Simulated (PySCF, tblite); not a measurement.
# C3H4F3OS radical: geometry, infrared bands and EPR parameters

Wanted: the infrared bands and EPR parameters of C3H4F3OS radical (`CO[C@@H]([S])C(F)(F)F`), by calculation.

Computed with tblite 0.8.0 and PySCF 2.14.0, with density-fitted response routines of our own, on a single molecule in the gas phase. Atoms count from 0, in the outputs and in this text.

## (1) Starting geometry

12 atoms, charge 0, multiplicity 2; geometry from: force field or distance geometry start.

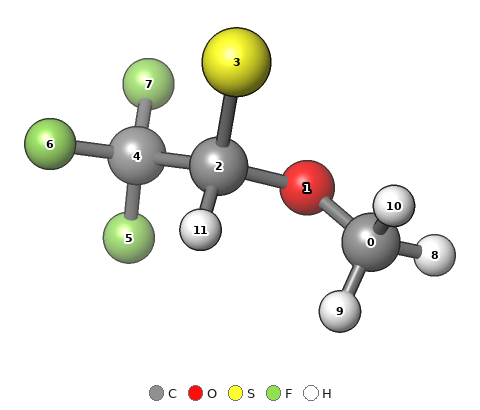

As it starts; carbon grey, oxygen red, sulfur yellow, fluorine green, hydrogen white, atoms numbered.

## (2) Geometry optimisation with GFN2-xTB

Job settings and geometry (Å):

```
{"job": {"kind": "relax", "xc": "GFN2-xTB", "basis": "xTB"}, "charge": 0, "multiplicity": 2}
C     -1.897900    -0.253400    -0.109600
O     -0.574000    -0.636300    -0.394900
C      0.414100     0.065800     0.419900
S      0.565600    -0.766700     2.058200
C      1.740300     0.187000    -0.375600
F      1.515300     0.842600    -1.565900
F      2.677400     0.933700     0.263100
F      2.316600    -0.992000    -0.702900
H     -2.563200    -0.820200    -0.769100
H     -2.050600     0.813500    -0.313100
H     -2.191900    -0.473700     0.922400
H      0.049400     1.099000     0.541600
```

On the command line:

```bash
OMP_NUM_THREADS=1 python probes_run.py task.json out
```

One launch serves the whole session: the jobs run in the order shown.

**Question.** This job is followed by: GFN2-xTB harmonic vibrations, gas phase; UKS B3LYP, pcH-1 on C F H O S, non-relativistic, mean-field spin-orbit, GIAO. Predict these results of the whole session: strongest single infrared mode (GFN2-xTB); zero-point energy (GFN2-xTB); g(iso) (B3LYP); ⟨S²⟩; largest a(iso) (averaged by class); potential on the surface of density 0.002 e/bohr³, 1st and 99th percentile; property runs in this session.

As calculated:

```
                                                                  quantity                                            value
                                 strongest single infrared mode (GFN2-xTB)                            1114 cm⁻¹, 303 km/mol
                                              zero-point energy (GFN2-xTB)                                    44.9 kcal/mol
                                                            g(iso) (B3LYP)                                          2.11630
                                                                      ⟨S²⟩                               0.753 (exact 0.75)
                                        largest a(iso) (averaged by class)                              1H on H11, 70.9 MHz
potential on the surface of density 0.002 e/bohr³, 1st and 99th percentile                               -0.97 V and 1.51 V
                                             property runs in this session  1, of which 0 failed and 1 gave unsound results
```

The optimisation took 66 steps and gained 0.240 eV; among the close pairs (by a distance rule), O1–C2 changed most, from 1.461 to 1.376 Å. No mode is imaginary among the 30: a minimum at this level. The strongest single mode, at 1114 cm⁻¹, is carried by O1, C4, C0, C2. GFN2-xTB is a fitted tight-binding method: band positions and strengths are rough. Its intensities can rank the bands wrongly. Most of the unpaired spin sits on S3 (0.98 e). The isotropic g lies 114.0 ppt above the free-electron value. These values are not to be trusted: the run shows nearly degenerate orbitals, where second-order g theory doesn't apply. The conformer search found further structures of the same energy, which may be mirror or relabelled copies of this one.
